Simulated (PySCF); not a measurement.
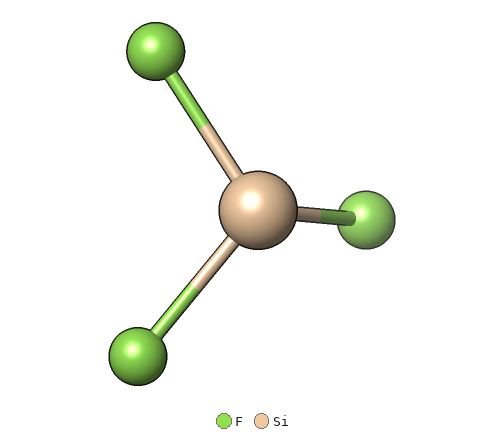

State: neutral, doublet. Computed geometry: PBE0-D3(BJ)/def2-SVP optimisation. No frequency run is at hand to confirm it as a minimum. Program: PySCF 2.14.0.

Tabulate g (isotropic) at these levels: UHF; UKS B3LYP; UKS BHandHLYP; UKS CAM-B3LYP; UKS PBE; UKS PBE0.

```tsv
level	g (isotropic)
UHF	2.00044
UKS B3LYP	2.00056
UKS BHandHLYP	2.00054
UKS CAM-B3LYP	2.00052
UKS PBE	2.00057
UKS PBE0	2.00053
```
